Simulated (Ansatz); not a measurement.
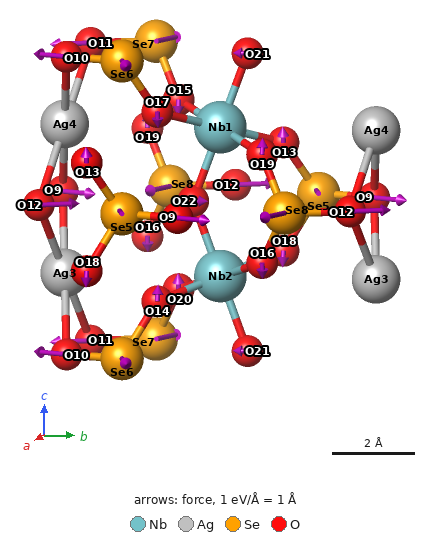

Starting geometry of crystalline NbAgSe₂O₇ (set up in Cmcm) with the computed forces as purple arrows. A ball-and-stick model of the atoms within 5.0 Å of the atom that moves most (axes of the conventional cell (2 times the calculation's cell)), seen slightly off an axis. Lengths and directions refer to the drawn axes.

Computed with Ansatz 0.2.0, DFT, PBE, plane-wave PAW, default files, scalar-relativistic.

The input:
```yaml
crystal:
  lattice:
    - [5.4065, -3.896, 0.0]
    - [5.4065, 3.896, 0.0]
    - [0.0, 0.0, 7.363]
  atoms:
    - { symbol: Nb, position: [0.0, 0.0, 0.5] }
    - { symbol: Nb, position: [0.0, 0.0, 0.0] }
    - { symbol: Ag, position: [0.5, 0.5, 0.0] }
    - { symbol: Ag, position: [0.5, 0.5, 0.5] }
    - { symbol: Se, position: [0.53111, 0.05261, 0.25] }
    - { symbol: Se, position: [0.46889, 0.94739, 0.75] }
    - { symbol: Se, position: [0.05261, 0.53111, 0.75] }
    - { symbol: Se, position: [0.94739, 0.46889, 0.25] }
    - { symbol: O, position: [0.3979, 0.3085, 0.25] }
    - { symbol: O, position: [0.6021, 0.6915, 0.75] }
    - { symbol: O, position: [0.3085, 0.3979, 0.75] }
    - { symbol: O, position: [0.6915, 0.6021, 0.25] }
    - { symbol: O, position: [0.702, 0.0386, 0.432] }
    - { symbol: O, position: [0.298, 0.9614, 0.932] }
    - { symbol: O, position: [0.0386, 0.702, 0.568] }
    - { symbol: O, position: [0.9614, 0.298, 0.068] }
    - { symbol: O, position: [0.298, 0.9614, 0.568] }
    - { symbol: O, position: [0.702, 0.0386, 0.068] }
    - { symbol: O, position: [0.9614, 0.298, 0.432] }
    - { symbol: O, position: [0.0386, 0.702, 0.932] }
    - { symbol: O, position: [0.9127, 0.0873, 0.75] }
    - { symbol: O, position: [0.0873, 0.9127, 0.25] }
kpoints:
  mp_grid: { grid: [4, 4, 3] }
scf:
  occupations: { method: fermi_dirac, width: 0.02 }
hamiltonian:
  xc: pbe
  pseudopotentials: { kind: paw }
output:
  forces: true
  stress: true
  populations: true
  efg:
    quadrupole_moments_barn: { Nb: -0.32, O: -0.02558 }
    contact_densities: true
relax:
  f_tol: 0.02
  max_steps: 60
```

Command:
```bash
ansatz run input.yaml --threads 1 --pin off --max-ram 3072MiB --backend cpu --events-out ev --progress --plain --runs-dir out
```

> What follows when this structure is relaxed?

It isn't relaxed: the largest force vector, on Se atoms, is 1.33 eV/Å. The final displacements follow the starting forces only in part (cosine between the two patterns 0.64). The largest moves, 0.058 Å, are those of O21 and O22. O22 goes along +b. By element the largest moves are O 0.058 Å, Se 0.046 Å. Nb and Ag stay in place. The lattice vectors keep their values. Among the contacts that change: Se5–O9 1.655 → 1.685 Å, Se5–O13 1.742 → 1.772 Å, Nb1–O13 1.984 → 2.005 Å, Nb1–O21 1.962 → 1.943 Å. Among the angles between lasting bonds that change: Nb1–O22–Nb2 139.4° → 142.7°. The space group stays Cmcm (No. 63). Over 3 geometry steps the energy falls by 0.209 eV per cell of the calculation. The largest force component goes from 1.3 to 0.016 eV/Å.
